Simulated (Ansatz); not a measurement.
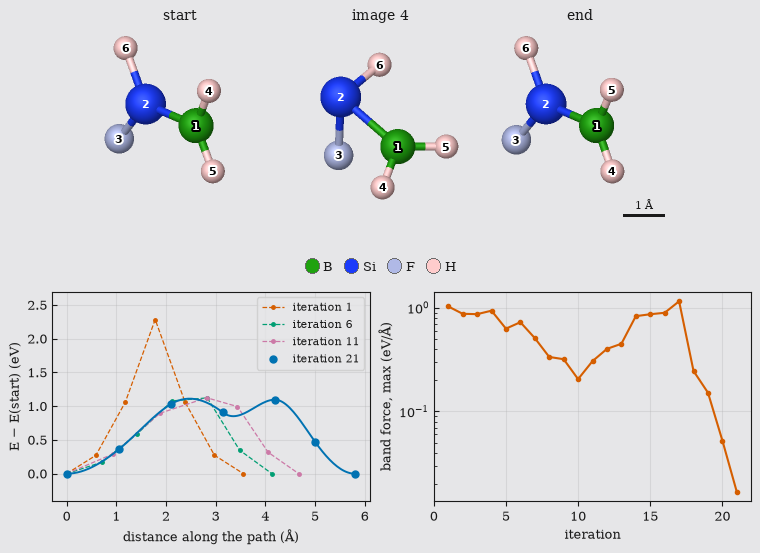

A search for the minimum-energy path of BSiH$_{3}$F (charge −1) by the nudged elastic band. Images are numbered from 0 (start) to 6 (end). The plot follows the band through its iterations. Style: ball-and-stick. Shown from a free direction.

All numbers below come from RKS PBE0-D4/def2-SVP (Ansatz).

Input file:
```yaml
crystal:
  periodic: [false, false, false]
  atoms:
    - { symbol: B, position_ang: [0.335563, -0.489593, -0.868413] }
    - { symbol: Si, position_ang: [-0.293436, 0.373314, 0.632496] }
    - { symbol: F, position_ang: [-0.095849, 1.977009, 1.078543] }
    - { symbol: H, position_ang: [0.065802, -1.683363, -0.90585] }
    - { symbol: H, position_ang: [0.867073, 0.053574, -1.822295] }
    - { symbol: H, position_ang: [-0.879153, -0.23094, 1.885518] }
total_charge: -1
basis:
  gaussian: { orbitals: def2-SVP }
hamiltonian:
  xc: pbe0
  dispersion: d4
neb:
  order_check: false
  images: 5
  f_tol: 0.05
  max_iterations: 60
  initial_path: linear
  final_atoms:
    - { symbol: B, position_ang: [0.32724033, -0.48782569, -0.87459711] }
    - { symbol: Si, position_ang: [-0.27405957, 0.36819533, 0.64079301] }
    - { symbol: F, position_ang: [-0.12525195, 1.98260615, 1.06673209] }
    - { symbol: H, position_ang: [0.8390541, 0.05859498, -1.83707009] }
    - { symbol: H, position_ang: [0.09323181, -1.68956915, -0.89168206] }
    - { symbol: H, position_ang: [-0.86021473, -0.23200062, 1.89582316] }
```

Launched with:
```bash
ansatz run input.yaml --threads 1 --pin off --max-ram 2048MiB --backend cpu --events-out ev --progress --plain --runs-dir out
```

Q: How did the profile develop, and is the result final?

A: The run is converged, with reservations. The band converged in 21 iterations. The largest component of the band force went from 1 to 0.017 eV/Å. The climbing image converged on the top of the path. Its curvatures weren't checked. The straight starting path can push atoms close together and costs iterations. The first iteration put the highest image at 2.29 eV. The barrier is about 1.10 eV in both directions, with image 4 at the top; the ends have the same energy. The profile has 2 maxima (images 2, 4) with a dip at image 3 (+0.91 eV), so the process runs in steps.

Limits of the set-up: the basis has no diffuse functions, which an anion needs.

The run took 2.5 min on 1 thread of Arm Neoverse V1, on a shared host, peak memory 0.11 GiB.
